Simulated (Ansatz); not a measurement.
**BF3 (boron trifluoride): BCCD(T)/STO-3G**

What is the vertical ionisation energy of BF3 (boron trifluoride) at BCCD(T)/STO-3G? 

The results are computed with Ansatz 0.2.0.

43 further runs of the same task are left out: 4 that didn't finish, 39 set aside as unsound or not needed.

## (1) The molecule

BF3 has 4 atoms, charge 0, and is taken as a singlet. SMILES: `FB(F)F`. The coordinates come from a PBE0-D4/def2-TZVP relaxation.

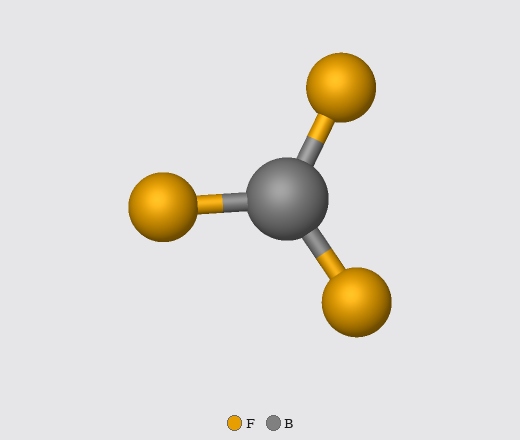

Viewed from a chosen angle; fluorine amber, boron grey.

## (2) A single-point energy at BCCD(T)/STO-3G

run.yaml

```yaml
crystal:
  periodic: [false, false, false]
  atoms:
    - {symbol: F, position_ang: [0.543870, 0.210740, 1.174280]}
    - {symbol: B, position_ang: [0.000020, -0.000000, 0.000010]}
    - {symbol: F, position_ang: [-0.265170, -1.223510, -0.389620]}
    - {symbol: F, position_ang: [-0.278730, 1.012770, -0.784660]}
basis:
  gaussian:
    orbitals: STO-3G
correlation:
  method: bccd_t
  frozen_orbitals: {B: 1, F: 1}
accuracy: high
scf:
  omitted_lower_state_checks: [cluster_reference, increment]
```

Started as:

```bash
$ ansatz run run.yaml --threads 1 --pin off --max-ram 3480MiB --events-out events.jsonl --progress --plain --runs-dir runs
```

Log, shortened:

```text
Warning: RAYON_NUM_THREADS=1 ignored (pool sized by the plan → 1); use --threads N
Functional definition: HF
  name "HF"
[...]
366 factors; integrals over basis functions are off by at most 3.2e-8 eV
[...]
mean field -8671.23248703 eV, -318.6619163259 hartree, gradient 7.5e-9 eV, S^2 0.000000; 0 other end points of the search recorded, 0 dependent functions left out
4 core orbitals not correlated: weight in the atoms' cores, before any rotation towards them, 1.000 or more for the frozen orbitals, at most 0.000 for the correlated occupied ones
reference -8671.23248703 eV, -318.6619163259 hartree; 12, 12 occupied and 4, 4 virtual orbitals, 366 factors
second order -2.59697187 eV of doubles, -0.00000000 eV of singles
cycle   1  -2.68775666 eV  change   -9.1e-2 eV  update   8.0e-2
[...]
cycle  16  -2.87603995 eV  change  -8.9e-12 eV  update   1.7e-9
perturbative correction -0.27999376 eV, -0.0102895810 hartree
Total energy: -8674.38852074 eV, -318.7778984256 hartree
Checks for a lower state left out: cluster_reference, increment
```

Run time: 0.24 s. Hardware: 1 thread of Arm Neoverse V1, shared host.

## (3) The doublet cation at the same level

input.yaml

```yaml
crystal:
  periodic: [false, false, false]
  atoms:
    - {symbol: F, position_ang: [0.543870, 0.210740, 1.174280]}
    - {symbol: B, position_ang: [0.000020, -0.000000, 0.000010]}
    - {symbol: F, position_ang: [-0.265170, -1.223510, -0.389620]}
    - {symbol: F, position_ang: [-0.278730, 1.012770, -0.784660]}
basis:
  gaussian:
    orbitals: STO-3G
total_charge: 1
magnetization:
  spin_polarized: true
  initial_magnetization: 1
correlation:
  method: bccd_t
  frozen_orbitals: {B: 1, F: 1}
accuracy: high
scf:
  omitted_lower_state_checks: [cluster_reference, increment]
```

Started as:

```bash
$ ansatz run input.yaml --threads 1 --pin off --max-ram 3480MiB --events-out events.jsonl --progress --plain --runs-dir runs
```

Log, shortened:

```text
Warning: RAYON_NUM_THREADS=1 ignored (pool sized by the plan → 1); use --threads N
Functional definition: HF
  name "HF"
[...]
366 factors; integrals over basis functions are off by at most 3.2e-8 eV
[...]
mean field -8660.27421159 eV, -318.2592071311 hartree, gradient 3.0e-8 eV, S^2 0.753299; 12 other end points of the search recorded, 0 dependent functions left out
4 core orbitals not correlated: weight in the atoms' cores, before any rotation towards them, 1.000 or more for the frozen orbitals, at most 0.000 for the correlated occupied ones
reference -8660.27421159 eV, -318.2592071311 hartree; 12, 11 occupied and 4, 5 virtual orbitals, 366 factors
second order -2.75735382 eV of doubles, -0.00000000 eV of singles
cycle   1  -2.81289199 eV  change   -5.6e-2 eV  update   1.1e-1
[...]
cycle  55  -3.16814903 eV  change  -7.4e-10 eV  update   2.3e-9
perturbative correction -0.49982157 eV, -0.0183681040 hartree
Total energy: -8663.94218219 eV, -318.3940025644 hartree
Checks for a lower state left out: cluster_reference, increment
```

Wall time 1.4 s (1 thread of Arm Neoverse V1, shared host).

## (4) Summary of results

Level: BCCD(T)/STO-3G, 4 core orbitals frozen.

| quantity | value |
| --- | --- |
| singlet BF3: total energy | -318.77790 Eh |
| singlet BF3: correlation energy (4 core orbitals frozen) | -116.0 mEh |
| singlet BF3: (T) correction | -10.29 mEh |
| doublet cation: total energy | -318.39400 Eh |
| doublet cation: correlation energy (4 core orbitals frozen) | -134.8 mEh |
| doublet cation: (T) correction | -18.37 mEh |
| doublet cation: ⟨S²⟩ of the reference determinant | 0.753 |
| vertical ionisation energy (to the doublet cation) | 10.446 eV |

In words: Removing an electron at fixed nuclei costs 10.45 eV (1008 kJ/mol). In a minimal basis such a difference can be off by several eV, whatever the method. The triples (singlet BF3) make up 8.9 % of the correlation energy. The triples (doublet cation) make up 13.6 % of the correlation energy.
